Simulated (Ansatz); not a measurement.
# SiH3F (SMILES [H][Si]([H])([H])F): levels of theory compared

We compute a comparison of 6 runs (UHF/STO-3G, BLYP/STO-3G, CAM-B3LYP/STO-3G, SVWN5/STO-3G, UB3LYP/STO-3G, CCSD/STO-3G) of SiH3F. 

The results are computed with Ansatz 0.2.0.

48 further runs of the same task are left out: 2 that didn't finish, 46 set aside as unsound or not needed.

## 1. The structure to begin with

SiH3F has 5 atoms, charge 0, and is taken as a singlet. SMILES: `[H][Si]([H])([H])F`. The H5–Si1 distance was set to 2.908 Å, away from the relaxed value. At this shape a bond of the SMILES string is far longer than usual.

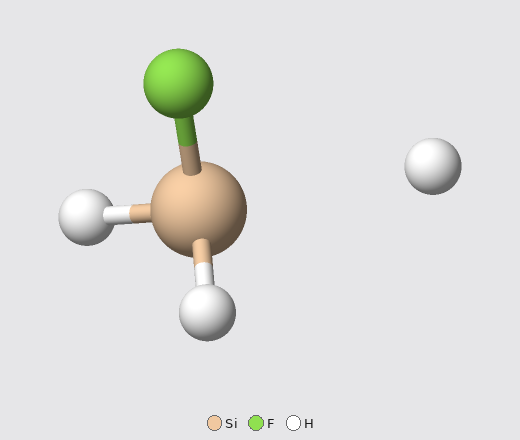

Viewed from a chosen angle; silicon light orange, fluorine green, hydrogen white.

## 2. A single-point energy at UHF/STO-3G (run 1)

File run.yaml:

```yaml
crystal:
  periodic: [false, false, false]
  atoms:
    - symbol: Si
      position_ang: [0.699729, 1.214404, 0.295598]
    - symbol: F
      position_ang: [0.711289, 1.194054, 1.901168]
    - symbol: H
      position_ang: [2.100699, 1.224224, -0.093032]
    - symbol: H
      position_ang: [-0.008851, 2.432114, -0.064192]
    - symbol: H
      position_ang: [-0.701150, -1.212020, -0.482790]
basis:
  gaussian: {orbitals: STO-3G}
magnetization: {spin_polarized: true}
hamiltonian: {xc: hf}
accuracy: high
```

The run is started by

```
ansatz run run.yaml --threads 1 --pin off --max-ram 2610MiB --events-out events.jsonl --progress --plain --runs-dir runs
```

Log:

```text
Warning: RAYON_NUM_THREADS=1 ignored (pool sized by the plan → 1); use --threads N
Functional definition: HF
  name "HF"
  exchange = exact_x
  correlation = 0
290 factors; integrals over basis functions are off by at most 3.4e-8 eV
mean field evaluation 1: about -10474.2015 eV, gradient 1.6e1 eV
mean field evaluation 2: about -10474.2187 eV, gradient 1.6e1 eV
mean field evaluation 4: about -10479.0109 eV, gradient 1.8e0 eV
mean field evaluation 8: about -10479.0608 eV, gradient 1.7e-2 eV
mean field evaluation 16: about -10479.0608 eV, gradient 6.2e-5 eV
mean field evaluation 32: about -10482.4611 eV, gradient 1.7e-7 eV
mean field evaluation 64: about -10476.3258 eV, gradient 2.4e0 eV
mean field -10482.46110467 eV, -385.2233403294 hartree, gradient 1.3e-8 eV, S^2 0.955871; 3 other end points of the search recorded, 0 dependent functions left out
reference -10482.46110467 eV, -385.2233403294 hartree; 13, 13 occupied and 4, 4 virtual orbitals, 290 factors
Total energy: -10482.46110467 eV, -385.2233403294 hartree
```

It took 0.16 s on 1 thread of Arm Neoverse V1, shared host.

## 3. The energy at BLYP/STO-3G (run 2)

File molecule.yaml:

```yaml
basis:
  gaussian:
    orbitals: STO-3G
crystal:
  periodic: [false, false, false]
  atoms:
    - {symbol: Si, position_ang: [0.699729, 1.214404, 0.295598]}
    - {symbol: F, position_ang: [0.711289, 1.194054, 1.901168]}
    - {symbol: H, position_ang: [2.100699, 1.224224, -0.093032]}
    - {symbol: H, position_ang: [-0.008851, 2.432114, -0.064192]}
    - {symbol: H, position_ang: [-0.701150, -1.212020, -0.482790]}
total_charge: 0
hamiltonian:
  xc: {name: BLYP}
accuracy: high
```

The run is started by

```
ansatz run molecule.yaml --threads 1 --pin off --max-ram 2610MiB --events-out events.jsonl --progress --plain --runs-dir runs
```

Log:

```text
Warning: RAYON_NUM_THREADS=1 ignored (pool sized by the plan → 1); use --threads N
Functional definition: BLYP
  name "BLYP"
  parameter beta = 0.0042
  parameter a = 0.04918
  parameter b = 0.132
  parameter c = 0.2533
  parameter d = 0.349
  exchange = b88_x(beta = beta)
  correlation = lyp_c(a = a, b = b, c = c, d = d)
290 factors; integrals over basis functions are off by at most 3.4e-8 eV
mean field evaluation 1: about -10498.0360 eV, gradient 2.7e1 eV
mean field evaluation 2: about -10490.1110 eV, gradient 2.8e1 eV
mean field evaluation 4: about -10505.2532 eV, gradient 5.3e0 eV
mean field evaluation 8: about -10505.2533 eV, gradient 5.3e0 eV
mean field evaluation 16: about -10505.3203 eV, gradient 5.9e-8 eV
mean field -10505.32026906 eV, -386.0633991261 hartree, gradient 5.9e-8 eV, S^2 0.000000; 0 other end points of the search recorded, 0 dependent functions left out
reference -10505.32030439 eV, -386.0634004247 hartree; 13, 13 occupied and 4, 4 virtual orbitals, 290 factors
Total energy: -10505.32030439 eV, -386.0634004247 hartree
```

It took 0.99 s on 1 thread of Arm Neoverse V1, shared host.

Runs 3 to 5 aren't shown in full; the table further down has their settings and results.

## 4. A single-point energy at CCSD/STO-3G (run 6)

File job.yaml:

```yaml
crystal:
  periodic: [false, false, false]
  atoms:
    - {symbol: Si, position_ang: [0.699729, 1.214404, 0.295598]}
    - {symbol: F, position_ang: [0.711289, 1.194054, 1.901168]}
    - {symbol: H, position_ang: [2.100699, 1.224224, -0.093032]}
    - {symbol: H, position_ang: [-0.008851, 2.432114, -0.064192]}
    - {symbol: H, position_ang: [-0.701150, -1.212020, -0.482790]}
basis:
  gaussian:
    orbitals: STO-3G
accuracy: high
total_charge: 0
correlation:
  method: ccsd
  frozen_orbitals: {F: 1, H: 0, Si: 5}
scf:
  omitted_lower_state_checks: [cluster_reference, increment]
```

The run is started by

```
ansatz run job.yaml --threads 1 --pin off --max-ram 2610MiB --events-out events.jsonl --progress --plain --runs-dir runs
```

Log:

```text
Warning: RAYON_NUM_THREADS=1 ignored (pool sized by the plan → 1); use --threads N
[... 4 set-up lines as earlier in the session ...]
these checks for a lower state are left out or cut short: cluster_reference, increment
290 factors; integrals over basis functions are off by at most 3.4e-8 eV
mean field evaluation 1: about -10474.2015 eV, gradient 2.3e1 eV
mean field evaluation 2: about -10474.2187 eV, gradient 2.3e1 eV
mean field evaluation 4: about -10479.0109 eV, gradient 2.6e0 eV
mean field evaluation 8: about -10479.0608 eV, gradient 3.5e-2 eV
mean field -10479.06081780 eV, -385.0983820916 hartree, gradient 2.1e-8 eV, S^2 0.000000; 0 other end points of the search recorded, 0 dependent functions left out; unrestricted orbitals would lower it
6 core orbitals not correlated: weight in the atoms' cores, before any rotation towards them, 1.000 or more for the frozen orbitals, at most 0.000 for the correlated occupied ones
reference -10479.06081780 eV, -385.0983820916 hartree; 7, 7 occupied and 4, 4 virtual orbitals, 290 factors
second order -3.32213768 eV of doubles, -0.00000000 eV of singles
cycle   1  -3.15825316 eV  change    -1.1e0 eV  update   1.4e-1
cycle   2  -3.86334260 eV  change   -7.1e-1 eV  update   1.1e-1
cycle   3  -4.31574142 eV  change   -4.5e-1 eV  update   7.7e-2
cycle   4  -4.61107582 eV  change   -3.0e-1 eV  update   5.4e-2
cycle   5  -5.23762002 eV  change   -6.3e-1 eV  update   3.8e-2
cycle   6  -5.14411573 eV  change    9.4e-2 eV  update   4.3e-3
cycle   7  -5.17250133 eV  change   -2.8e-2 eV  update   3.4e-3
cycle   8  -5.19323831 eV  change   -2.1e-2 eV  update   1.2e-3
cycle   9  -5.18881057 eV  change    4.4e-3 eV  update   6.4e-4
cycle  10  -5.18497212 eV  change    3.8e-3 eV  update   2.7e-4
cycle  11  -5.18559687 eV  change   -6.2e-4 eV  update   8.1e-5
cycle  12  -5.18595809 eV  change   -3.6e-4 eV  update   2.9e-5
cycle  13  -5.18590545 eV  change    5.3e-5 eV  update   6.1e-6
cycle  14  -5.18590479 eV  change    6.6e-7 eV  update   2.2e-6
cycle  15  -5.18590638 eV  change   -1.6e-6 eV  update   9.5e-7
cycle  16  -5.18591054 eV  change   -4.2e-6 eV  update   3.9e-7
cycle  17  -5.18590863 eV  change    1.9e-6 eV  update   2.9e-7
cycle  18  -5.18590706 eV  change    1.6e-6 eV  update   1.3e-7
cycle  19  -5.18590696 eV  change    9.5e-8 eV  update   4.0e-8
cycle  20  -5.18590740 eV  change   -4.3e-7 eV  update   1.6e-7
cycle  21  -5.18590829 eV  change   -9.0e-7 eV  update   8.9e-8
cycle  22  -5.18590842 eV  change   -1.2e-7 eV  update   1.6e-8
cycle  23  -5.18590840 eV  change    1.3e-8 eV  update   5.9e-9
cycle  24  -5.18590838 eV  change    2.1e-8 eV  update   2.4e-9
cycle  25  -5.18590838 eV  change    4.6e-9 eV  update  6.0e-10
cycle  26  -5.18590838 eV  change   5.0e-10 eV  update  2.6e-10
WARN: these amplitudes may be one of several solutions (largest doubles amplitude 0.62, level shift 8.13 eV)
Total energy: -10484.24672618 eV, -385.2889607093 hartree
Checks for a lower state left out: cluster_reference, increment
```

It took 0.14 s on 1 thread of Arm Neoverse V1, shared host.

## 5. All runs side by side

```tsv
run	level	frozen core orbitals	energy (Eh)	wall time
1	UHF/STO-3G	–	-385.223340	0.16 s
2	BLYP/STO-3G	–	-386.063400	0.99 s
3	CAM-B3LYP/STO-3G	–	-386.032507	0.99 s
4	SVWN5/STO-3G	–	-384.242437	0.64 s
5	UB3LYP/STO-3G	–	-386.139640	3.9 s
6	CCSD/STO-3G	6	-385.288961	0.14 s
```

## 6. Results

```
                                          quantity          value
                               run 6: total energy  -385.28896 Eh
run 6: correlation energy (6 core orbitals frozen)     -190.6 mEh
                              run 6: T1 diagnostic          0.026
```

What this shows: Totals of different functionals can't be ranked against each other. In run 6 the log says that unrestricted orbitals would lower the reference, so the values rest on an unstable closed-shell determinant (other closed-shell runs at this shape may share the fault). In runs 1, 2, 3, 4, 5, 6 the basis is minimal, so the values are rough. In runs 2, 3, 4, 6 a closed-shell determinant meets a far-stretched bond, which it describes badly. Spin contamination of the reference: run 1 ⟨S²⟩ = 0.96, run 5 ⟨S²⟩ = 0.80. Where it is this large, the reference is a mixture of spin states, and values that rest on it are in doubt. All runs together took 6.8 s, the longest 3.9 s.
